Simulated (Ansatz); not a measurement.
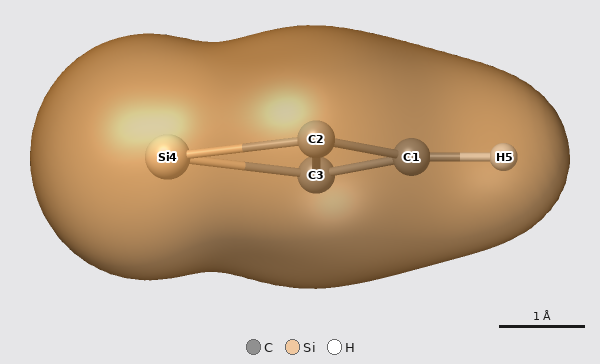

Figure 1: C₃HSi (charge +1). Isosurface of the electron density at 0.05 e/Å³ (orange), seen from one side.

Geometry: B3LYP-D3(BJ)/def2-SVP.

Computed with isolated molecule in a Gaussian basis; Kohn-Sham density functional theory, functional PBE0 (Ansatz).

The calculation's input:

```
crystal:
  periodic: [false, false, false]
  atoms:
    - symbol: C
      position_ang: [-1.149285, 1.989645, -1.691015]
    - symbol: C
      position_ang: [-2.074171, 2.968146, -1.475540]
    - symbol: C
      position_ang: [-2.394401, 1.628545, -2.113593]
    - symbol: Si
      position_ang: [-3.925802, 2.779518, -1.956022]
    - symbol: H
      position_ang: [-0.100110, 1.691074, -1.590886]
basis:
  gaussian:
    orbitals: def2-TZVPD
total_charge: 1
hamiltonian:
  xc: pbe0
output:
  forces: true
  orbitals: {seedname: orbitals}
```

Run with:

```sh
ansatz run input.yaml --threads 1 --pin off --max-ram 2610MiB --events-out events.jsonl --progress --plain --runs-dir runs
```

### What does this surface tell about the bonding?

At this value the surface is in one piece. It bridges the sampled C–C (1.36 Å), C–Si (1.92 Å), C–H (1.10 Å) and C–C (1.52 Å) contacts, where the density stays above the isovalue. On the grid the lowest density along these lines, outside the cores, is 2.1 e/Å³ (C–C, 1.36 Å), 0.66 e/Å³ (C–Si, 1.92 Å), 1.9 e/Å³ (C–H, 1.10 Å) and 1.6 e/Å³ (C–C, 1.52 Å).
